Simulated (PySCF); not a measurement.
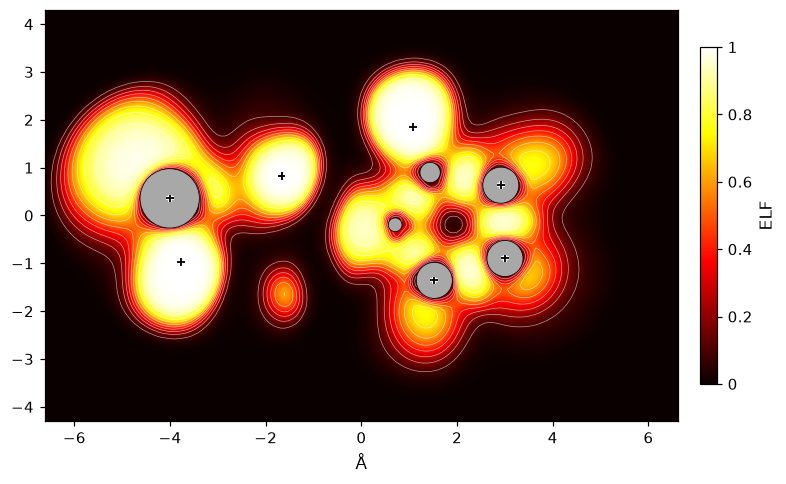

The ELF on a plane through atoms (crosses mark nuclei in the plane; grey discs cover the cores).

The calculation used PBE0/pcSseg-1, SCF density, gas phase, non-relativistic in PySCF 2.14.0.

Candidates:
A. C6H14NP2 (SMILES PCC[P-]N1CCCC1) (charge −1)
B. CH15NOSi5 (SMILES CN[SiH2][Si]([SiH3])([SiH3])O[SiH3])
C. C5H10BFSi2

Which candidate gave the map?

Candidate A: C6H14NP2 on the plane of atoms C7, C8 and C9, which holds P, C and H. C–C (1.53 Å): the ELF peaks at about 0.95 between the atoms; localised, covalent bonding.
